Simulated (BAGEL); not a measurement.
# CH3F2Si (SMILES C[Si](F)F): ROHF/6-311+G(d,p) (density fitting with qzvpp-jkfit)

What is the energy change on altering one bond length of CH3F2Si at ROHF/6-311+G** (density fitting with qzvpp-jkfit)? 

The results are computed with BAGEL 1.2.2.

## 1. Starting point

CH3F2Si: 7 atoms, total charge 0, spin state doublet. SMILES: `C[Si](F)F`. The shape is that of a PBE0-D4/def2-TZVP optimisation.

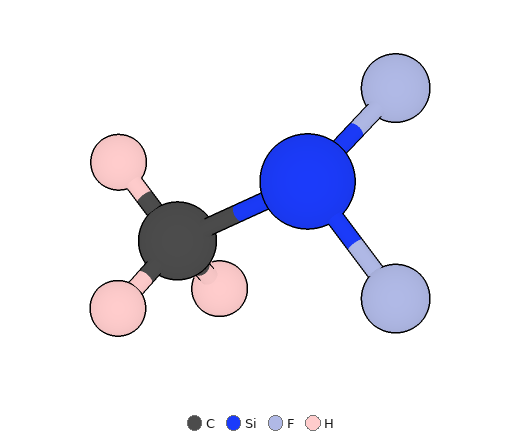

The structure, seen from a chosen angle (carbon dark grey, silicon blue, fluorine light blue, hydrogen pink).

## 2. A single-point energy at ROHF/6-311+G(d,p) (density fitting with qzvpp-jkfit)

Contents of job.json:

```json
{ "bagel" : [

{
  "title" : "molecule",
  "basis" : "6-311+gss.json",
  "df_basis" : "qzvpp-jkfit",
  "angstrom" : true,
  "geometry" : [
    { "atom" : "C", "xyz" : [   -0.274200,    0.729000,   -0.218000 ] },
    { "atom" : "Si", "xyz" : [    0.785100,   -0.790400,   -0.045500 ] },
    { "atom" : "F", "xyz" : [    1.077400,   -1.037600,    1.505800 ] },
    { "atom" : "F", "xyz" : [   -0.050900,   -2.056800,   -0.546000 ] },
    { "atom" : "H", "xyz" : [   -0.539200,    0.893800,   -1.263500 ] },
    { "atom" : "H", "xyz" : [    0.252700,    1.607700,    0.157300 ] },
    { "atom" : "H", "xyz" : [   -1.189800,    0.586300,    0.364200 ] }
  ]
},
{ "title" : "rohf", "nopen" : 1 },
{ "title" : "print", "file" : "orbitals.molden", "orbitals" : true }

]}
```

The basis set 6-311+G** is read from a file made from the Basis Set Exchange's data (not shown).

On the command line:

```
BAGEL_NUM_THREADS=1 BAGEL job.json > job.out
```

What it wrote:

```text
* using 1 threads per process

  ===============================================================
  ===============================================================

  *** Geometry ***

  { "atom" : "C", "xyz" : [     -0.518163,      1.377610,     -0.411960 ] },
  { "atom" : "Si", "xyz" : [      1.483624,     -1.493640,     -0.085983 ] },
  { "atom" : "F", "xyz" : [      2.035991,     -1.960780,      2.845550 ] },
  { "atom" : "F", "xyz" : [     -0.096187,     -3.886789,     -1.031790 ] },
  { "atom" : "H", "xyz" : [     -1.018940,      1.689037,     -2.387669 ] },
  { "atom" : "H", "xyz" : [      0.477534,      3.038113,      0.297254 ] },
  { "atom" : "H", "xyz" : [     -2.248396,      1.107946,      0.688238 ] },

  Number of auxiliary basis functions:      411

  Since a DF basis is specified, we compute 2- and 3-index integrals:
    o Being stored without compression. Storage requirement is 0.043 GB

  Number of basis functions:      114
  Number of electrons      :       41

    * METHOD: MOLECULE                             0.51

  *** Open-shell HF ***

  === Nuclear Repulsion ===
   171.9028326721

      * DIIS with orbital gradients will be used.

  === ROHF iteration (6-311+gss.json) ===
      0       -527.15029253          0.06238361           0.32
      1       -527.42093611          0.04366565           0.34
      2       -527.52564573          0.02726839           0.30
      3       -527.59288831          0.00176376           0.30
      4       -527.59403830          0.00078402           0.29
      5       -527.59436483          0.00023694           0.32
      6       -527.59443502          0.00006609           0.32
      7       -527.59445624          0.00001418           0.31
      8       -527.59446131          0.00000484           0.27
      9       -527.59446192          0.00000124           0.27
     10       -527.59446208          0.00000046           0.30
     11       -527.59446212          0.00000017           0.33
     12       -527.59446215          0.00000007           0.27
     13       -527.59446215          0.00000003           0.35
     14       -527.59446215          0.00000001           0.34
     15       -527.59446215          0.00000000           0.34
    * SCF iteration converged.

    * S^2 (ROHF) is 0.7500

    * Permanent dipole moment:
           (   -0.035326,    -0.906695,     0.469642) a.u.

    * METHOD: ROHF                                 5.38

    * METHOD: PRINT                                0.02

  ===============================================================
```

Wall time 6.6 s (1 thread of Intel Xeon at 2.50GHz (Skylake/Cascade Lake), shared host).

## 3. The distorted shape at the same level

Contents of hf.json:

```json
{ "bagel" : [

{
  "title" : "molecule",
  "basis" : "6-311+gss.json",
  "df_basis" : "qzvpp-jkfit",
  "angstrom" : true,
  "geometry" : [
    { "atom" : "C", "xyz" : [   -0.433116,    0.956941,   -0.243878 ] },
    { "atom" : "Si", "xyz" : [    0.785100,   -0.790400,   -0.045500 ] },
    { "atom" : "F", "xyz" : [    1.077400,   -1.037600,    1.505800 ] },
    { "atom" : "F", "xyz" : [   -0.050900,   -2.056800,   -0.546000 ] },
    { "atom" : "H", "xyz" : [   -0.698116,    1.121741,   -1.289378 ] },
    { "atom" : "H", "xyz" : [    0.093784,    1.835641,    0.131422 ] },
    { "atom" : "H", "xyz" : [   -1.348716,    0.814241,    0.338322 ] }
  ]
},
{ "title" : "rohf", "nopen" : 1 },
{ "title" : "print", "file" : "orbitals.molden", "orbitals" : true }

]}
```

The basis set 6-311+G** is read from a file made from the Basis Set Exchange's data (not shown).

On the command line:

```
BAGEL_NUM_THREADS=1 BAGEL hf.json > hf.out
```

What it wrote:

```text
* using 1 threads per process

  ===============================================================
  ===============================================================

  *** Geometry ***

  { "atom" : "C", "xyz" : [     -0.818471,      1.808356,     -0.460863 ] },
  { "atom" : "Si", "xyz" : [      1.483624,     -1.493640,     -0.085983 ] },
  { "atom" : "F", "xyz" : [      2.035991,     -1.960780,      2.845550 ] },
  { "atom" : "F", "xyz" : [     -0.096187,     -3.886789,     -1.031790 ] },
  { "atom" : "H", "xyz" : [     -1.319248,      2.119783,     -2.436571 ] },
  { "atom" : "H", "xyz" : [      0.177226,      3.468859,      0.248352 ] },
  { "atom" : "H", "xyz" : [     -2.548704,      1.538692,      0.639336 ] },

  Number of auxiliary basis functions:      411

  Since a DF basis is specified, we compute 2- and 3-index integrals:
    o Being stored without compression. Storage requirement is 0.043 GB

  Number of basis functions:      114
  Number of electrons      :       41

    * METHOD: MOLECULE                             0.56

  *** Open-shell HF ***

  === Nuclear Repulsion ===
   165.7276819609

      * DIIS with orbital gradients will be used.

  === ROHF iteration (6-311+gss.json) ===
      0       -527.11937798          0.06307942           0.37
      1       -527.38462841          0.04526652           0.30
      2       -527.49716175          0.02851804           0.30
      3       -527.57161287          0.00187758           0.30
      4       -527.57364844          0.00103525           0.32
      5       -527.57446628          0.00047445           0.30
      6       -527.57472222          0.00014064           0.32
      7       -527.57481801          0.00003219           0.31
      8       -527.57484066          0.00001304           0.29
      9       -527.57484294          0.00000430           0.35
     10       -527.57484323          0.00000172           0.29
     11       -527.57484351          0.00000072           0.27
     12       -527.57484367          0.00000021           0.33
     13       -527.57484368          0.00000008           0.34
     14       -527.57484370          0.00000003           0.35
     15       -527.57484370          0.00000001           0.30
     16       -527.57484370          0.00000000           0.31
    * SCF iteration converged.

    * S^2 (ROHF) is 0.7500

    * Permanent dipole moment:
           (   -0.109875,    -0.789769,     0.452625) a.u.

    * METHOD: ROHF                                 5.80

    * METHOD: PRINT                                0.03

  ===============================================================
```

It took 6.9 s on 1 thread of Intel Xeon at 2.50GHz (Skylake/Cascade Lake), shared host.

## 4. Results

Level: ROHF/6-311+G** (density fitting with qzvpp-jkfit).

```
                                                          quantity          value
                                         first shape: total energy  -527.59446 Eh
                                        first shape: dipole moment         2.60 D
                                                 first shape: ⟨S²⟩          0.750
                                     distorted shape: total energy  -527.57484 Eh
                                    distorted shape: dipole moment         2.33 D
                                             distorted shape: ⟨S²⟩          0.750
energy change with the C1–Si2 bond stretched from 1.860 to 2.139 Å       0.534 eV
```

**Reading.** With the C1–Si2 bond stretched from 1.860 to 2.139 Å the energy rises by 0.53 eV (51.5 kJ/mol). The first shape isn't relaxed at this level, so the change isn't measured from a minimum.
